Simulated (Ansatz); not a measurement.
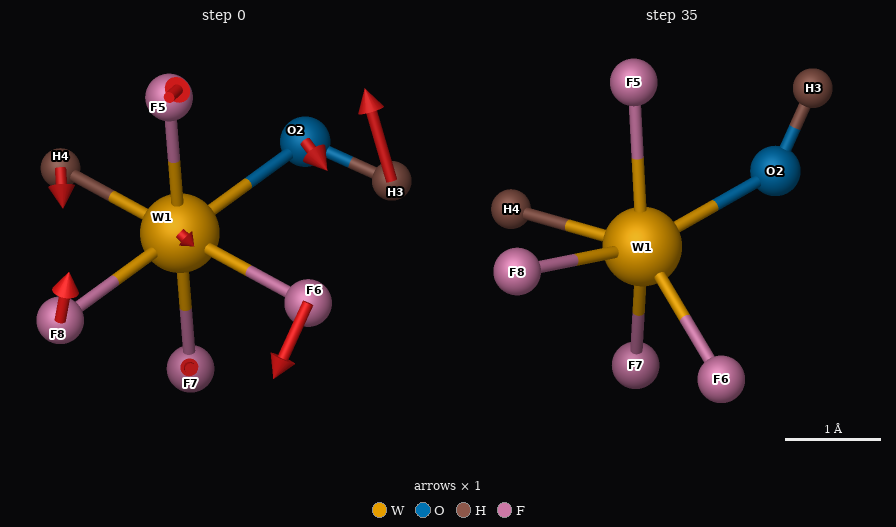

The structure of WH2OF4 before (left) and after (right) a relaxation, at one scale. The red arrows give the displacements, at their true length.

Style: ball-and-stick. Shown at a tilt.

The run prepares the start of a later molecular dynamics calculation, from a guessed geometry.

All numbers below come from Ansatz, RKS PBE0-D4/def2-SVP. Settings: no spin polarisation; force threshold 0.02 eV/Å; at most 40 steps.

Question: What changed between the two?

Answer: After 32 accepted moves (35 points after the start) the energy has fallen by 0.830 eV. Largest force component: 2 eV/Å at the start, 0.0059 eV/Å at the end. The line search rejected the trial steps at points 9, 21, 33 of the run. The atom that moves furthest after the best rigid fit is H3 (1.03 Å). Largest moves by element: H 1.03 Å, F 0.89 Å, O 0.41 Å, W 0.21 Å. Among the contacts that change: W1–O2 1.940 → 1.855 Å, O2–H3 1.010 → 0.966 Å, W1–H4 1.720 → 1.696 Å, W1–F5 1.850 → 1.871 Å. Bond angles that change, for instance: H4–W1–F6 180.0° → 142.9°, F5–W1–F6 90.0° → 121.7°, F5–W1–F7 180.0° → 154.3°. The run took 3.1 min on 2 threads of Intel(R) Xeon(R) Platinum 8259CL CPU @ 2.50GHz (Skylake/Cascade Lake), on a shared host, peak memory 0.29 GiB.
